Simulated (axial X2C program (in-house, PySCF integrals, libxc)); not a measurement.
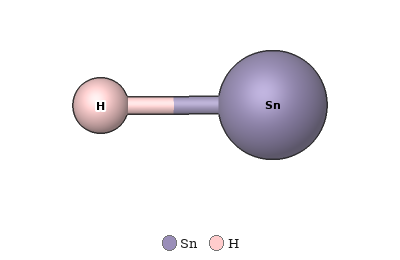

**Figure 1.** The molecule at the reference distance of 1.812 Å.

## SnH⁻: relativistic diatomic calculation

SnH⁻, single determinant with Ω = 1. Computed at this level: PBE0, two-component X2C with atomic mean-field Coulomb and Gaunt terms, Sn dyall-acv3z, H dyall-av3z (cores contracted) (axial X2C program (in-house, PySCF integrals, libxc)).

**Summary**

- outcome: converged; a filled level lies above zero
- bond length rₑ: 1.810 Å
- ωₑ: 1542 cm⁻¹
- energy at the minimum: −6174.26162 hartree
- depth below the fragments: 2.49 eV
- hardware: 1 thread of AMD EPYC (Zen 3), 24 GiB of memory available, shared host
- wall time: 8.4 s
- peak memory: 0.46 GiB

**Notes**

The highest filled level (PBE0, up to 0.54 eV) lies above zero. That is common for anions, where the functional's self-interaction leaves the outer electrons unbound; only the finite basis holds them, so such levels depend on it.

**Input**
```
{"zs": [50, 1], "q": -1, "bas": ["dyall-acv3z", "dyall-av3z"], "levels": ["PBE0", "HF", "LDA"], "cc": true, "r0": 1.72, "thr": -1.0, "nmax": 90, "npts": 10, "nst": 2, "ntry": 6}
```

The line is the task of a batch: nuclear charges, charge, bases, the levels to run, a first guess of the distance and further settings. This report covers PBE0 with spin-orbit coupling. The log is that of the reference distance 1.812 Å, started from orbitals converged before.

The run was one of a batch that the task file lists, launched with:
```bash
python <driver script> task.json out
```

**Output**
```
two-component X2C + atomic mean field  PBE0
basis functions 171  fitting functions 855  grid points 5077
iter        total energy     max residual
   1      -6174.261622928     6.19e-05
   2      -6174.261622929     1.05e-05
converged
one-electron -8525.59420300  Coulomb 2507.02541415  exact exchange -41.08019003  xc functional -125.69544818  nuclear repulsion 14.60202017  atomic mean-field constant -3.51921603
```

**The points of the curve**

```
R (Å)   E (hartree)  dipole (D; origin at the first atom, positive when the second is positive)  highest filled (eV)  lowest empty (eV)
1.576  −6174.249189                                                                       −0.10                 0.54               2.70
1.649  −6174.256346                                                                       −0.37                 0.53               2.70
1.703  −6174.259495                                                                       −0.57                 0.52               2.69
1.758  −6174.261152                                                                       −0.78                 0.51               2.68
1.812  −6174.261623                                                                       −1.00                 0.50               2.67
1.875  −6174.260994                                                                       −1.26                 0.48               2.66
1.939  −6174.259393                                                                       −1.53                 0.46               2.65
2.020  −6174.256294                                                                       −1.89                 0.43               2.64
2.120  −6174.251462                                                                       −2.34                 0.38               2.61
2.265  −6174.243341                                                                       −3.01                 0.31               2.57
```

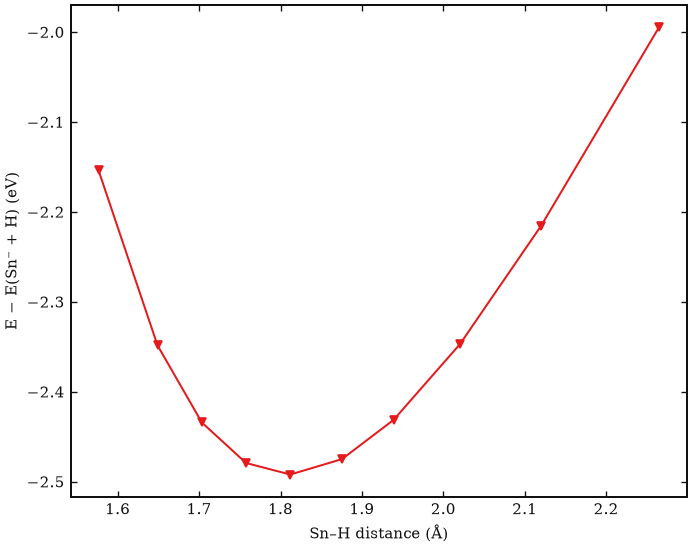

**Figure 2.** Energy at 10 bond lengths, for one set of occupations held fixed; the line joins the points. A polynomial of degree 6 through 9 points gives rₑ = 1.810 Å, ωₑ = 1542 cm⁻¹, ωₑxₑ = 32 cm⁻¹ and Bₑ = 5.150 cm⁻¹. The minimum lies 2.49 eV below Sn⁻ + H, each computed as one determinant at the same level.

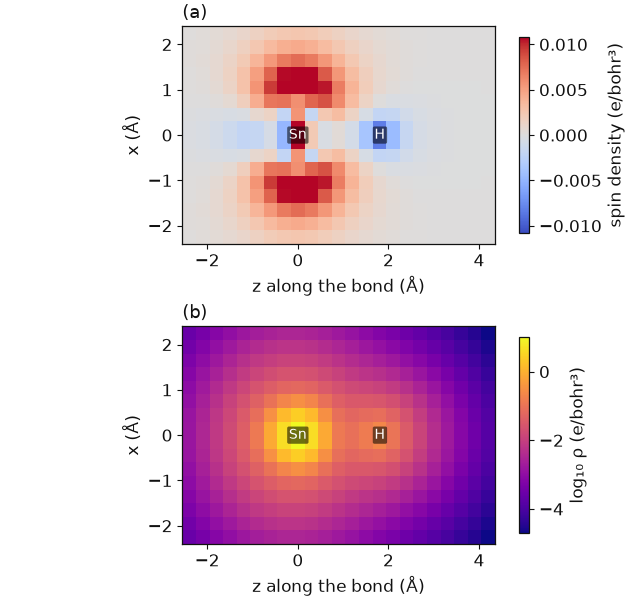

**Figure 3.** (a) spin density; (b) electron density on a logarithmic scale, in a plane that holds the axis, at 1.81 Å, on points 0.3 Å apart (one half computed, the other mirrored); the structure near the nuclei is finer than these points.

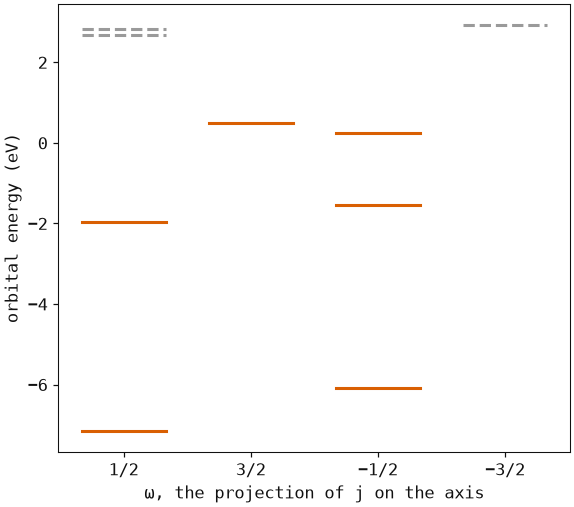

**Figure 4.** Orbital energies near the frontier at 1.81 Å, filled (solid) and empty (dashed). The highest filled spinor (3/2; 87 % Sn p, 10 % H p) lies at 0.50 eV, the lowest empty one (1/2; 60 % Sn p, 31 % H s) at 2.67 eV. A filled level above zero is held only by the finite basis .
